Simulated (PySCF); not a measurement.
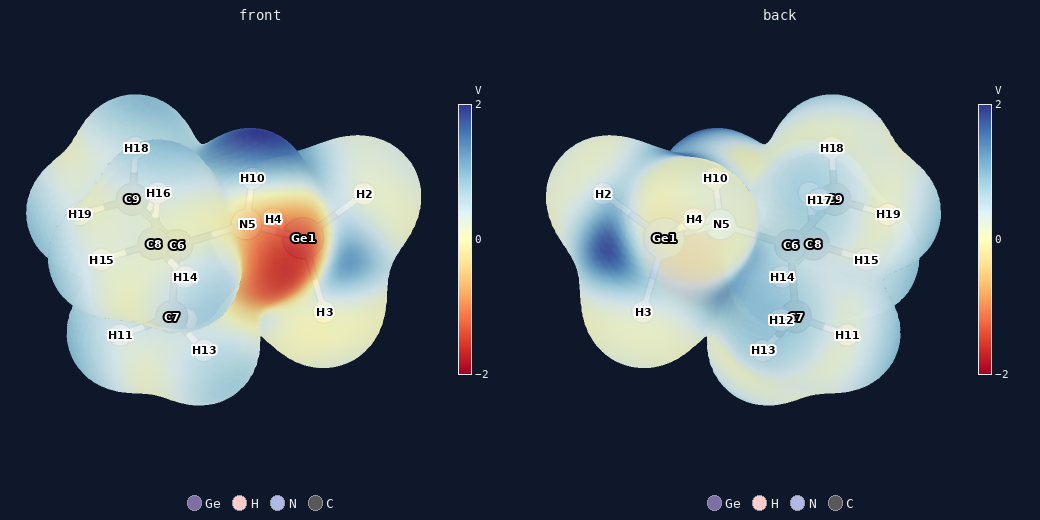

Figure 1: C$_{4}$H$_{13}$GeN (GeH3(NHtBu)). The electrostatic potential painted on the density surface at 0.004 e/bohr³, seen from the front and from behind; the colour scale runs from red (negative) to blue (positive).

Geometry: PBE0-D3(BJ)/def2-SVP.

Computed with CAM-B3LYP/def2-SVPD, SCF density, gas phase in PySCF 2.14.0.

Input

```
{"job": {"kind": "uv", "xc": "CAM-B3LYP", "basis": "def2-SVPD", "ip": false, "nstates": 15}, "charge": 0, "multiplicity": 1}
Ge     1.040196     1.401067     1.701654
H      0.677132     1.624956     3.180603
H      2.517706     0.990055     1.577904
H      0.838982     2.724133     0.918679
N     -0.042396     0.023129     1.148373
C     -0.247311    -0.354914    -0.249490
C      1.104357    -0.382718    -0.960418
C     -0.857242    -1.758052    -0.264195
C     -1.187581     0.622294    -0.968255
H     -0.913976    -0.014292     1.670273
H      0.988279    -0.724305    -1.999407
H      1.562735     0.619573    -0.996131
H      1.800231    -1.060216    -0.444223
H     -0.191027    -2.468072     0.247109
H     -1.030941    -2.110047    -1.292841
H     -1.827165    -1.765284     0.259792
H     -0.769220     1.641044    -0.966204
H     -2.166108     0.657883    -0.462991
H     -1.359401     0.327217    -2.015651
```

Launched as:

```sh
OMP_NUM_THREADS=1 python probes_run.py task.json out
```

Q: Describe the electrostatic potential map.

A: The most negative region (about −1.6 V) lies over N5, the most positive (about +1.9 V) over Ge1 and H10. N5 is the likeliest acceptor of a hydrogen bond.

Q: What dipole moment does the calculation give?

A: Its dipole moment is 0.86 D.
